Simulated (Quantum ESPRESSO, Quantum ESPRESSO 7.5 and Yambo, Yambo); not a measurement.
# GaAs (F-43m): a self-consistent loop beyond G0W0, cycle by cycle

Wanted: G0W0 and self-consistent gaps of GaAs (F-43m), with the cost of the cycles.

Method: PBE and many-body steps on it, plane waves, in Quantum ESPRESSO 7.5 and Yambo 5.3.0.

**What was measured.**

- Gap 1.51 eV: band-edge emission energy from PL (direct gap at Gamma); photoluminescence, 633 nm excitation; 77 K; bulk crystal (MBE GaAs matrix around a thin InAs wetting layer on semi-insulating GaAs (100)) (“Photoluminescence of InAs/GaAs quantum dots under direct two-photon excitation”, 2020, pmc:7331710).

- Gap 1.42 eV: band-edge photoluminescence emission energy of the GaAs substrate; time-integrated photoluminescence; 300 K; bulk crystal ((001) GaAs substrate beneath GaBiAs epilayers) (“Investigation of the anisotropic electron g factor as a probe of the electronic structure of GaBixAs1-x/GaAs epilayers”, 2014, arxiv:1409.8467).

- Gap 1.418 ± 0.005 eV: direct gap E0 at Gamma from PR; modulated photoreflectance, low-field lineshape fit; 300 K; bulk crystal (semi-insulating GaAs(001) reference substrate) (“Evidence of valence band perturbations in GaAsN/GaAs(001): A combined variable-angle spectroscopic ellipsometry and modulated photoreflectance investigation”, 2008, arxiv:0805.2212).

- Gap 1.412 ± 0.01 eV: direct gap E0 at Gamma from ellipsometry; variable-angle spectroscopic ellipsometry, parametric critical-point fit; 300 K; bulk crystal (semi-insulating GaAs(001) reference substrate with native oxide) (“Evidence of valence band perturbations in GaAsN/GaAs(001): A combined variable-angle spectroscopic ellipsometry and modulated photoreflectance investigation”, 2008, arxiv:0805.2212).

**1. The structure**

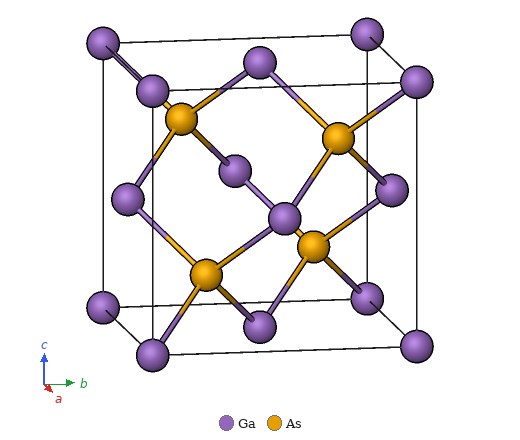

The cell as given, slightly off an axis (gallium purple, arsenic orange). This picture shows the conventional cell, with its axes. Bonds to atoms that aren't drawn are left out. Some periodic images of atoms are drawn too.

Structure file:

```cif
data_structure
_symmetry_space_group_name_H-M 'F-43m'
_symmetry_Int_Tables_number 216
_cell_length_a 5.6537
_cell_length_b 5.6537
_cell_length_c 5.6537
_cell_angle_alpha 90.000
_cell_angle_beta 90.000
_cell_angle_gamma 90.000
_cell_volume 180.72
loop_
_atom_site_label
_atom_site_type_symbol
_atom_site_symmetry_multiplicity
_atom_site_Wyckoff_symbol
_atom_site_fract_x
_atom_site_fract_y
_atom_site_fract_z
_atom_site_occupancy
Ga1 Ga 4 a 0.00000 0.00000 0.00000 1
As1 As 4 d 0.25000 0.25000 0.75000 1
```

The cell and positions come from the Crystallography Open Database and are kept as given unless a step says otherwise.

**2. Empty states on the mesh, 4×4×4 mesh, 124 bands**

This step: Quantum ESPRESSO 7.5; DFT, PBE, plane waves, norm-conserving pseudopotentials.

The sums over transitions need many empty states on a uniform mesh; this step solves for them.

Contents of pw.in:

```
&control
  calculation = 'nscf'
  prefix = 'x'
  outdir = 'o'
  pseudo_dir = 'pseudo'
/
&system
  ibrav = 0
  nat = 2
  ntyp = 2
  ecutwfc = 104.0
  nbnd = 124
  force_symmorphic = .true.
/
&electrons
  conv_thr = 1e-9
  electron_maxstep = 80
  diago_full_acc = .true.
  diago_thr_init = 5e-6
/
ATOMIC_SPECIES
  Ga 69.723 Ga.upf
  As 74.922 As.upf
CELL_PARAMETERS angstrom
  0.0000000000 2.8268500000 2.8268500000
  2.8268500000 0.0000000000 2.8268500000
  2.8268500000 2.8268500000 -0.0000000000
ATOMIC_POSITIONS crystal
  Ga 0.0000000000 0.0000000000 0.0000000000
  As 0.2500000000 0.2500000000 0.2500000000
K_POINTS automatic
  4 4 4 0 0 0
```

Run with:

```bash
> OMP_NUM_THREADS=1 mpirun -n 4 pw.x -nk 4 -in pw.in > pw.out
```

What it wrote:

```text
Program PWSCF v.7.5 starts

     This program is part of the open-source Quantum ESPRESSO suite
     for quantum simulation of materials; please cite
         "P. Giannozzi et al., J. Phys.:Condens. Matter 21 395502 (2009);
         "P. Giannozzi et al., J. Phys.:Condens. Matter 29 465901 (2017);
         "P. Giannozzi et al., J. Chem. Phys. 152 154105 (2020);
     in publications or presentations arising from this work. More details at

     Atomic positions and unit cell read from directory:
     o/x.save/

     Message from routine setup:
[...]
66.3909  66.3909  66.8454  68.4226  68.4226  68.6866  68.6866  68.7091
     [... 4 further rows ...]
    95.7229  95.7229  96.3827  96.3827  96.5790  96.8161  97.0642  97.0642
    97.8354  97.8354  98.1728 100.6336

          k = 0.3536 0.0000 0.0000 (  5457 PWs)   bands (ev):

     [... further k-points ...]

     highest occupied, lowest unoccupied level (ev):     9.8275   10.3456

     XML data file, pseudopotentials, collected wavefunctions

=------------------------------------------------------------------------------=
   JOB DONE.
=------------------------------------------------------------------------------=
```

Wall time 5.9 s (4 MPI ranks of Intel Xeon 6975P-C (Granite Rapids), shared host); peak memory 0.48 GiB.

Numbers from this step:

```
gap                                                           : 0.5181 eV
k of the valence top                                          : 0, 0, 0
k of the conduction bottom                                    : 0, 0, 0
least direct gap                                              : 0.5181 eV
k points computed                                             : 8
lowest point of the top converged band, above the valence top : 87.1270 eV
```

On this mesh the gap is 0.518 eV.

The density comes from a self-consistent run that is not shown.

**3. Conversion and set-up**

This step: Yambo 5.3.0; conversion and set-up on PBE, plane waves, norm-conserving pseudopotentials.

The states are converted to the many-body program's format and the q mesh is built.

Run with:

```bash
> (cd o/x.save; p2y > p2y.log; mv SAVE ../..); yambo > setup.log
```

What it wrote:

```text
 Yambo, version 5.3.0

 [02] CORE Variables Setup
 =========================

  [02.01] Unit cells
  ==================

  Cell kind             :  FCC
  Atoms in the cell     :  Ga  As
  number of Ga atoms    :  1
  number of As atoms    :  1

  List of atomic masses
  Mass of Ga    :  69.72300
  Mass of As    :  74.92200

  List of atomic coordinates    : [cc]
  Ga1       :  0.000000  0.000000  0.000000  order 1
  As1       :  2.670986  2.670986  2.670986  order 2

  Alat factors          :  5.341972  5.341972  5.341972 [a.u.]
  Direct lattice volume :  304.8842 [a.u.]
[...]
==========================================

 IBZ Q-points                                      :   8
 BZ  Q-points                                      :   64

 K/Q-points units:
 rlu = crystal or reduced units; cc = cartesian coordinates; iku = interal k-units

 Q [1]          [rlu]:  0.000000  0.000000  0.000000
 Q [2]          [rlu]: -0.91587E-18 -0.91587E-18  0.25000
 Q [3]          [rlu]:  0.18317E-17  0.18317E-17 -0.50000
[...]
Q [7]          [rlu]: -0.52231E-17 -0.50000     -0.50000
 Q [8]          [rlu]:  0.250000 -0.500000 -0.250000

  [03.01] X indexes
  =================

   [03.01.01] Sigma indexes
   ========================

 [06] Game Over & Game summary
```

It took 2.8 s on 1 MPI rank; peak memory 0.26 GiB.

**4. G0W0**

Now the one-shot GW correction: screening in the RPA, then the self-energy of the levels asked for.

This step: G0W0 on PBE, plane waves, norm-conserving pseudopotentials.

Contents of gw1.in:

```
HF_and_locXC
gw0
dyson
ppa
em1d
rim_cut
RandQpts= 1000000
RandGvec= 1 RL
EXXRLvcs= 104 Ry
VXCRLvcs= 416 Ry
Chimod= "HARTREE"
% BndsRnXp
 1 | 124 |
%
NGsBlkXp= 14.5 Ry
% LongDrXp
 1 | 1 | 1 |
%
% GbndRnge
 1 | 124 |
%
DysSolver= "n"
ExtendOut
PPAPntXp= 27.21138 eV
% QPkrange
 1 | 8 | 19 | 26 |
%
```

Run with:

```bash
> OMP_NUM_THREADS=1 mpirun -n 4 yambo -F gw1.in -J gw1 -C gw1 > gw1.log
```

What it wrote:

```text
 Yambo, version 5.3.0

 [02] CORE Variables Setup
 =========================

  [... cell, symmetries and grids as in the set-up ...]

  [02.05] Energies & Occupations
  ==============================

  [X] === General ===
  [X] Electronic Temperature                        :  0.000000  0.000000 [eV K]
  [X] Bosonic    Temperature                        :  0.000000  0.000000 [eV K]
  [X] Finite Temperature mode                       : no
  [X] El. density                                   :  0.97390E+24 [cm-3]
  [X] Fermi Level                                   :  9.827511 [eV]

  [X] === Gaps and Widths ===
  [X] Conduction Band Min                           :  0.518057 [eV]
  [X] Valence Band Max                              :  0.000000 [eV]
  [X] Filled Bands                                  :  22
  [X] Empty Bands                                   :   23  124
  [X] Direct Gap                                    :  0.518057 [eV]
  [X] Direct Gap localized at k                     :  1
  [X] Indirect Gap                                  :  0.518057 [eV]
  [X] Indirect Gap between kpts                     :  1  1
  [X] Last valence band width                       :  3.339194 [eV]
  [X] 1st conduction band width                     :  4.106600 [eV]

 [03] Transferred momenta grid and indexing
 ==========================================

 IBZ Q-points                                      :   8
 BZ  Q-points                                      :   64

 K/Q-points units:
 rlu = crystal or reduced units; cc = cartesian coordinates; iku = interal k-units

 Q [1]          [rlu]:  0.000000  0.000000  0.000000
 Q [2]          [rlu]: -0.91587E-18 -0.91587E-18  0.25000
 Q [3]          [rlu]:  0.18317E-17  0.18317E-17 -0.50000
 Q [4]          [rlu]:  0.26116E-17  0.25000      0.25000
 Q [5]          [rlu]:  0.71282E-16  0.25000      0.50000
 Q [6]          [rlu]:  0.18317E-17  0.25000     -0.25000
 Q [7]          [rlu]: -0.52231E-17 -0.50000     -0.50000
 Q [8]          [rlu]:  0.250000 -0.500000 -0.250000

 [04] Coloumb potential Random Integration (RIM)
 ===============================================

  [04.01] RIM initialization
  ==========================

  * Diagonal components only detected *

  8 x (sBL volume)        :  0.101699 [a.u.]
  sBZ random points       :  1000000
  Points outside the sBZ  :   7987327
  RL volume               :  0.813588 [a.u.]
  Integrated volume       :  0.814879 [a.u.]

  [04.02] RIM integrals
  =====================

  Gamma point sphere radius             :  0.084669 [a.u.]
  Points outside the sphere             :   799513
  [Int_sBZ(q=0) 1/q^2]*(Vol_sBZ)^(-1/3) =:  7.764325
                                 should be <:  7.795600

  Summary of Coulomb integrals for non-metallic bands |Q|[au] RIM/Bare

  Q [1] 0.100000E-4 0.995988 * Q [2] 0.254653 1.066317
  Q [4] 0.294048 1.065091 * Q [6] 0.415847 1.027759
  Q [5] 0.487623 1.020584 * Q [3] 0.509306 1.018268
  Q [7] 0.588096 1.014689 * Q [8] 0.657511 1.011648

 [05] Dipoles
 ============

  [05.01] Setup: observables and procedures
  =========================================

 [06] Dynamic Dielectric Matrix (PPA)
 ====================================

 [WR./gw1//ndb.pp]---------------------------------------------------------------
  Brillouin Zone Q/K grids (IBZ/BZ)                :    8   64    8   64
  RL vectors                                       :   6567 [WF]
  Coulomb cutoff potential                         : none
  Electronic Temperature                           :  0.000000 [K]
  Bosonic    Temperature                           :  0.000000 [K]
  PPA    diel. fun.  energies                      : Perdew, Burke & Ernzerhof(X)+Perdew, Burke & Ernzerhof(C)
  wavefunctions                                    : Perdew, Burke & Ernzerhof(X)+Perdew, Burke & Ernzerhof(C)
  Global Gauge                                     : length
  X matrix size                                    :  307
  X band range                                     :    1  124
  X e/h energy range                               : -1.000000 -1.000000 [eV]
  X Time ordering                                  : R
  X Hxc Kernel                                     : HARTREE
  X Drude frequency                                :  0.000000  0.000000
  X poles                                          :  100.0000 [o/o]
  RL vectors in the sum                            :   6567
  [r,Vnl] included                                 : yes
  Field direction                                  :  0.577350E-5  0.577350E-5  0.577350E-5
  BZ energy Double Grid                            : no
  BZ energy DbGd points                            : 0
  BZ Q point size factor                           : -1.000000
  X Optical Averaged directions                    : none

 [07] Local Exchange-Correlation + Non-Local Fock
 ================================================

 [VXC] Plane waves :   43655
 [EXS] Plane waves :   5601

 QP @ state[ 1 ] K range:   1   8
 QP @ state[ 1 ] b range:  19  26

 [xc] Functional : Perdew, Burke & Ernzerhof(X)+Perdew, Burke & Ernzerhof(C)
 [xc] LIBXC used to calculate xc functional
  PP Number of Atomic Species                      :  2
  NLCC RL compoments                               :   43655
  PP Number of Atomic Species                      :  2
  NLCC RL compoments                               :   43655

 [xc] E_xc :  -45.46122 [Ha]
      E_xc :  -90.92244 [Ry]

  Local XC kind (lXC) : Perdew, Burke & Ernzerhof(X)+Perdew, Burke & Ernzerhof(C)
  Non-Local XC kind (nlXC) : Hartree-Fock

  Corrections @ K [1] :  [eV]
 <19|nlXC|19> = -20.34399 -0.81766E-17 <19|lXC|19> = -13.25917  0.000000
 <20|nlXC|20> = -15.93725 -0.20430E-16 <20|lXC|20> = -14.36257 -0.75527E-15
 <21|nlXC|21> = -15.93725  0.14680E-16 <21|lXC|21> = -14.36257  0.000000
 <22|nlXC|22> = -15.93709  0.10270E-16 <22|lXC|22> = -14.36257  0.75527E-15
 <23|nlXC|23> = -10.69831  0.42891E-17 <23|lXC|23> = -14.69846  0.000000
 <24|nlXC|24> = -7.088600 -0.80180E-17 <24|lXC|24> = -11.53166  0.000000
[...]
Corrections @ K [2] :  [eV]
[...]
Corrections @ K [3] :  [eV]
[...]
Corrections @ K [4] :  [eV]
[...]
Corrections @ K [5] :  [eV]
[...]
[... 2 further k-points ...]
  Corrections @ K [8] :  [eV]
[...]
<24|nlXC|24> = -6.655441 -0.24832E-17 <24|lXC|24> = -10.95971  0.000000
 <25|nlXC|25> = -6.572401  0.37015E-18 <25|lXC|25> = -11.67127  0.000000
 <26|nlXC|26> = -5.708818  0.11996E-17 <26|lXC|26> = -10.37116  0.000000

  [07.01] Hartree-Fock occupations report
  =======================================

  [Hartree-Fock] === General ===
  [Hartree-Fock] Electronic Temperature             :  0.000000  0.000000 [eV K]
  [Hartree-Fock] Bosonic    Temperature             :  0.000000  0.000000 [eV K]
  [Hartree-Fock] Finite Temperature mode            : no
  [Hartree-Fock] El. density                        :  0.97390E+24 [cm-3]
  [Hartree-Fock] Fermi Level                        :  9.827511 [eV]

  [Hartree-Fock] === Gaps and Widths ===
  [Hartree-Fock] Conduction Band Min                :  4.518207 [eV]
  [Hartree-Fock] Valence Band Max                   : -1.574522 [eV]
  [Hartree-Fock] Filled Bands                       :  22
  [Hartree-Fock] Empty Bands                        :   23  124
  [Hartree-Fock] Direct Gap                         :  6.092729 [eV]
  [Hartree-Fock] Direct Gap localized at k          :  1
  [Hartree-Fock] Indirect Gap                       :  6.092729 [eV]
  [Hartree-Fock] Indirect Gap between kpts          :  1  1
  [Hartree-Fock] Last valence band width            :  4.386511 [eV]
  [Hartree-Fock] 1st conduction band width          :  5.148084 [eV]

 [08] Dyson equation: Newton solver
 ==================================

  [08.01] G0W0 (W PPA)
  ====================

  [  GW  ] Bands range     :    1  124
  [GW/PPA] G damping       :  0.100000 [eV]

  QP @ state[ 1 ] K range:   1   8
  QP @ state[ 1 ] b range:  19  26

   Sc/G bands                                       :    1  124
   Sc/G damping                                     :  0.100000 ev
   Sc bands terminator                              : no
   Sx RL components                                 :   5601

   QP @ state[ 1 ] K range                          :   1   8
   QP @ state[ 1 ] b range                          :  19  26
   GF energies kind                                 : Perdew, Burke & Ernzerhof(X)+Perdew, Burke & Ernzerhof(C)
   GF WF`s kind                                     : Perdew, Burke & Ernzerhof(X)+Perdew, Burke & Ernzerhof(C)
   Xs energies kind                                 : Perdew, Burke & Ernzerhof(X)+Perdew, Burke & Ernzerhof(C)
   Xs WF`s kind                                     : Perdew, Burke & Ernzerhof(X)+Perdew, Burke & Ernzerhof(C)

 [11] Game Over & Game summary
```

It took 11 min on 4 MPI ranks; peak memory 2.4 GiB; 43 min of CPU time.

Numbers from this step:

```
G0W0 gap on the mesh                         : 1.176 eV
starting gap on the mesh                     : 0.5181 eV
k of the valence top                         : 0, 0, 0
k of the conduction bottom                   : 0, 0, 0
least direct G0W0 gap on the computed points : 1.176 eV
Z at the valence top                         : 0.7949
Z at the conduction bottom                   : 0.7984
```

The gap on the mesh goes from 0.52 eV to 1.18 eV, a correction of +0.66 eV.

**5. evGW0, cycle 1**

This step: evGW0 on PBE, plane waves, norm-conserving pseudopotentials.

gw2.in, as its differences from gw1.in of step 4:

```diff
@@ -27 +27,2 @@
 %
+GfnQPdb= "E < ./gw1/ndb.QP"
```

Run with:

```bash
> OMP_NUM_THREADS=1 mpirun -n 4 yambo -F gw2.in -J gw2,gw1_W -C gw2 > gw2.log
```

What it wrote:

```text
 Yambo, version 5.3.0

 [02] CORE Variables Setup
 =========================

  [... cell, symmetries and grids as in the set-up ...]

  [02.05] Energies & Occupations
  ==============================

  [X] === General ===
  [X] Electronic Temperature                        :  0.000000  0.000000 [eV K]
  [X] Bosonic    Temperature                        :  0.000000  0.000000 [eV K]
  [X] Finite Temperature mode                       : no
  [X] El. density                                   :  0.97390E+24 [cm-3]
  [X] Fermi Level                                   :  9.827511 [eV]

  [X] === Gaps and Widths ===
  [X] Conduction Band Min                           :  0.518057 [eV]
  [X] Valence Band Max                              :  0.000000 [eV]
  [X] Filled Bands                                  :  22
  [X] Empty Bands                                   :   23  124
  [X] Direct Gap                                    :  0.518057 [eV]
  [X] Direct Gap localized at k                     :  1
  [X] Indirect Gap                                  :  0.518057 [eV]
  [X] Indirect Gap between kpts                     :  1  1
  [X] Last valence band width                       :  3.339194 [eV]
  [X] 1st conduction band width                     :  4.106600 [eV]

 [03] Transferred momenta grid and indexing
 ==========================================

 IBZ Q-points                                      :   8
 BZ  Q-points                                      :   64

 K/Q-points units:
 rlu = crystal or reduced units; cc = cartesian coordinates; iku = interal k-units

 Q [1]          [rlu]:  0.000000  0.000000  0.000000
 Q [2]          [rlu]: -0.91587E-18 -0.91587E-18  0.25000
 Q [3]          [rlu]:  0.18317E-17  0.18317E-17 -0.50000
[...]
[G+QP] Indirect Gap                               :  1.175805 [eV]
  [G+QP] Indirect Gap between kpts                  :  1  1
  [G+QP] Last valence band width                    :  3.567325 [eV]
  [G+QP] 1st conduction band width                  :  4.197865 [eV]

  [coarse-grid] Minimum Bare Gap        [ev]:  0.518057
  [coarse-grid] Minimum Gap Correction  [ev]:  0.657748

  Eqp @ K [1]
  -184.9350 -143.8405 -128.3009 -128.3009 -128.3009  -94.5512  -94.5512  -94.5512
  -35.28554 -35.28554 -35.28554 -35.27647 -35.27647 -14.92370 -14.92370 -14.92370
   -14.8468     -14.8468     -12.7137    -0.141134E-3 -0.156425E-3   0.00000      1.17581      4.29972
[...]
Eqp @ K [2]
[...]
Eqp @ K [3]
[...]
Eqp @ K [4]
[...]
Eqp @ K [5]
[...]
[... 2 further k-points ...]
  Eqp @ K [8]
[...]
18.78965  19.32172  20.75424  22.05784  22.54779  24.14226  25.78269  26.07814
   27.58203  27.67842  28.17431  28.45742  28.61300  29.66349  36.00005  36.31718

 [07] Dipoles
 ============

  [07.01] Setup: observables and procedures
  =========================================

 [08] Dynamic Dielectric Matrix (PPA)
 ====================================

   Sc/G bands                                       :    1  124
   Sc/G damping                                     :  0.100000 ev
   Sc bands terminator                              : no
   Sx RL components                                 :   5601

   QP @ state[ 1 ] K range                          :   1   8
   QP @ state[ 1 ] b range                          :  19  26
   GF energies kind                                 : Perdew, Burke & Ernzerhof(X)+Perdew, Burke & Ernzerhof(C)+ E < ./gw1/ndb.QP + @E Fit
   GF WF`s kind                                     : Perdew, Burke & Ernzerhof(X)+Perdew, Burke & Ernzerhof(C)
   Xs energies kind                                 : Perdew, Burke & Ernzerhof(X)+Perdew, Burke & Ernzerhof(C)
   Xs WF`s kind                                     : Perdew, Burke & Ernzerhof(X)+Perdew, Burke & Ernzerhof(C)

 [13] Game Over & Game summary
```

Run time: 9.3 min. Hardware: 4 MPI ranks; peak memory 2.4 GiB.

This step gave:

```yaml
quasiparticle_gap_on_the_mesh: 1.238 eV
gap_of_the_density_functional_on_the_mesh: 0.5181 eV
k_of_the_valence_top: 0, 0, 0
k_of_the_conduction_bottom: 0, 0, 0
least_direct_quasiparticle_gap_on_the_computed_points: 1.238 eV
z_at_the_valence_top: 0.7977
z_at_the_conduction_bottom: 0.8054
```

Against G0W0 in Yambo (4×4×4 mesh, 124 bands, screening to 197.3 eV, Godby-Needs plasmon pole), the gap moves by +0.062 eV.

The program's own table gives 1.366 eV, which is too large where the input levels are shifted: this version takes Σc at the unshifted level E₀, yet steps from the shifted one. The value above is the Newton step from E₀, E₀ + Z(Σc + Σx − Vxc), rebuilt from the printed columns.

(Part 1 of 2 ends here.)

[Paths, hosts, dates, memory and timing lines, banners, echoed tables and standing remarks are left out of the program output.]

[Logs are printed without paths, hosts, clocks, repeated set-up lines and the standing remarks that a program may print on its own settings, such as how far it seeks lower states.]

[Runs of the session that timed out or met a known fault of the program may be left out.]

[Hosts, paths, dates, database ids (printed as entryN), source tags and the programs' standing remarks are cut or masked in the printed files.]
